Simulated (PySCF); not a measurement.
# C3H6NO: the cost of one run

Programs: PySCF 2.14.0, with routines of our own; each step states its level. All values are computed. Atoms count from 0.

## 1. The system as given

11 atoms, charge 0, multiplicity 2; geometry from: GFN2-xTB.

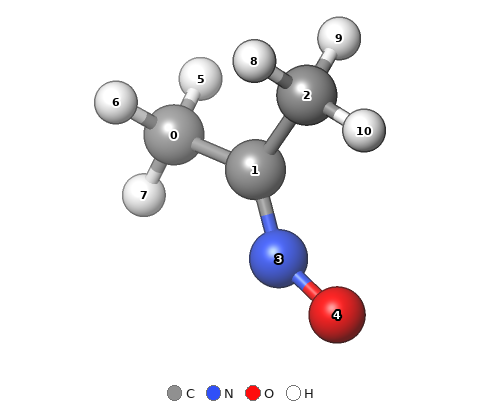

The starting geometry (carbon grey, nitrogen blue, oxygen red, hydrogen white).

## 2. Open-shell or spin-flip excitations: unrestricted TDDFT B3LYP/def2-SVPD

The job: settings as JSON, then the geometry in Å.

```
{"job": {"kind": "uabs", "xc": "B3LYP", "basis": "def2-SVPD", "nstates": 10, "tda": false}, "charge": 0, "multiplicity": 2}
C      1.402149    -0.131173    -0.084055
C     -0.011884     0.356103    -0.063985
C     -1.104417    -0.651369     0.195918
N     -0.246794     1.573436    -0.262062
O     -1.196209     2.348850    -0.327646
H      1.525633    -0.896007    -0.849663
H      1.659613    -0.576053     0.876341
H      2.085716     0.687069    -0.289460
H     -0.952629    -1.120604     1.166926
H     -1.081117    -1.426029    -0.569208
H     -2.074637    -0.161552     0.180931
```

Level: unrestricted TDDFT B3LYP/def2-SVPD, vertical, gas phase, core orbitals frozen in the response.

Launch:

```console
$ OMP_NUM_THREADS=1 python excited_run.py task.json out
```

The driver reads the jobs from task.json and runs them one after another.

**Question.** How long does this run take on 1 thread of Arm Neoverse V1, shared host?

About 33 s.
